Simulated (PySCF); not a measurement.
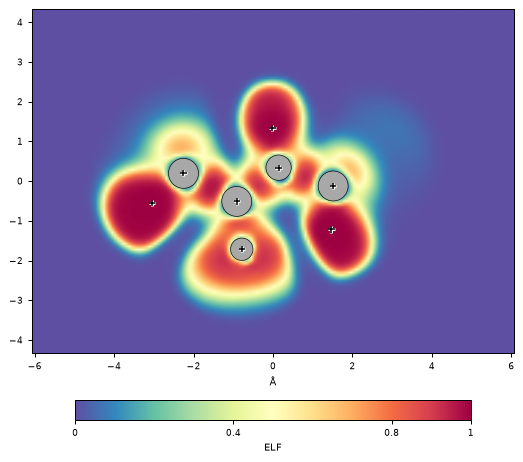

The ELF on a plane through atoms (crosses mark nuclei in the plane; grey discs cover the cores).

Level of theory: PySCF, PBE0/pcSseg-1, SCF density, gas phase, non-relativistic.

Candidates:
A. C6H9NO (SMILES CC#CCNC(C)=O)
B. C7H11ClF2O (SMILES CC(C)(C)CC(F)(F)C(=O)Cl)

> Which candidate gave the map?

Candidate A: C6H9NO on the plane of atoms N5, C6 and C7, which holds C, N, O and H. C–O (1.21 Å): the ELF peaks at about 0.85 between the atoms: a short, multiple covalent bond. C–N (1.35 Å): the ELF peaks at about 0.90 between the atoms: a covalent bond.
